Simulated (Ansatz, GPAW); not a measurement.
## KZnCl3 (Pm-3m): refractive index against wavelength

The refractive index of KZnCl3 (Pm-3m) below the direct gap (1.88 eV on the mesh) is read from one computed spectrum, n = √(Re ε).

It takes space group Pm-3m (No. 221, cubic). Conventional cell: a = 5.049 Å, b = 5.049 Å, c = 5.049 Å, α = 90.00°, β = 90.00°, γ = 90.00°. Around Zn on site b lie 6 Cl at 2.52 Å. K on site a is surrounded by 12 Cl at 3.57 Å. Cl on site c is surrounded by 2 Zn at 2.52 Å.

Method: GPAW 26.7.0, revPBE, RPA, k-mesh 6×6×6, local fields up to 50 eV, Lorentzian half width 0.05 eV.

Launch of the response step: `OMP_NUM_THREADS=1 python df.py`. The run took 4.7 min, its band step included, on 1 thread of Arm Neoverse V2 (shared host).

| wavelength (nm) | photon energy E (eV) | n |
| --- | --- | --- |
| 3000 | 0.413 | 1.7815 |
| 2000 | 0.620 | 1.7866 |
| 1550 | 0.800 | 1.7931 |
| 1310 | 0.946 | ? |
| 1064 | 1.165 | 1.8144 |

In the single-oscillator model n² − 1 = E₀E_d/(E₀² − E²), so 1/(n² − 1) = E₀/E_d − E²/(E₀E_d) is linear in E².

Working, on the rows shown:

| x = E² (eV²) | y = 1/(n² − 1) |
| --- | --- |
| 0.170801 | 0.460036 |
| 0.384302 | 0.456217 |
| 0.639837 | 0.451425 |
| 1.35784 | 0.436291 |

Means: x̄ = 0.6382, ȳ = 0.45099. Σ(x − x̄)(y − ȳ) = -0.01613, Σ(x − x̄)² = 0.8008. Slope = -0.01613 / 0.8008 = -0.02015; intercept = ȳ − slope · x̄ = 0.46385. Turned back into n, the line misses the rows shown by at most 0.00064.

What does the fit predict for the withheld row, and how well does it do?

At x = 0.89576 the line gives y = 0.4458, that is 1.8009. The run gave 1.8001, so the interpolation is off by 0.00077, 2 % of the range in the table.

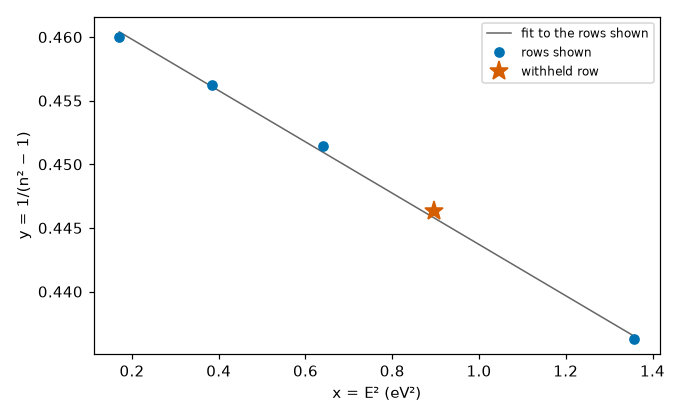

Refitted with all rows, the slope is -0.02001 and the intercept 0.46387. These give E₀ = √(intercept/−slope) = 4.81 eV and E_d = E₀/intercept = 10.4 eV; E₀ is 2.6 times the direct gap. The electronic limit at long wavelengths, without lattice vibrations, is n = √(1 + 1/intercept) = 1.776. The structure is a model and need not exist. Excitons are left out; revPBE gaps are as a rule too small. The values come from a sum over the points of one k-mesh and carry its error, which grows as the direct gap shrinks.
